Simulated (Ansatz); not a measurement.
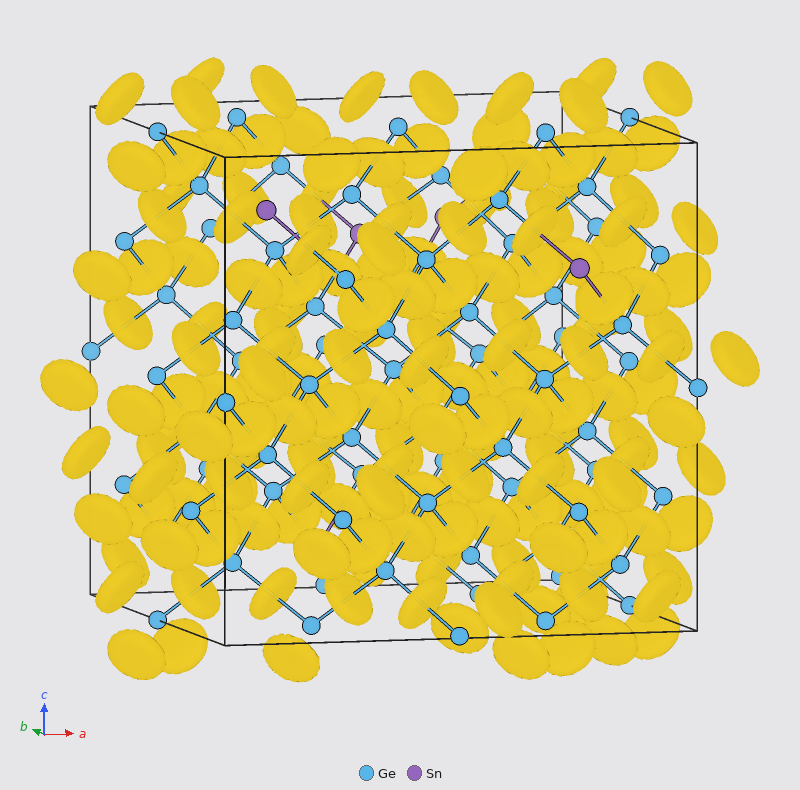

SnGe15. Isosurface of the electron localisation function at 0.65 (yellow), seen slightly off an axis. Core shells and regions of very low density are left out. Sticks mark near contacts.

Space group P1.

All numbers below come from Ansatz 0.2.0, DFT r2SCAN, scalar-relativistic, plane waves, PAW.

In a PAW calculation such maps are meaningful between the atoms, not at the nuclei.

Q: What do the ELF domains correspond to?

A: At this value the surface marks out 112 regions between bonded Ge–Ge atoms (shared pairs) and 16 regions between bonded Ge–Sn atoms (shared pairs), counted in one cell of 64 atoms. Regions shared between cells count once. Along the contacts the grid gives the following. Ge–Ge (2.44 Å): the ELF peaks at about 0.80 between the atoms, as expected for a covalent bond. Sn–Ge (2.60 Å): the ELF peaks at about 0.75 between the atoms.
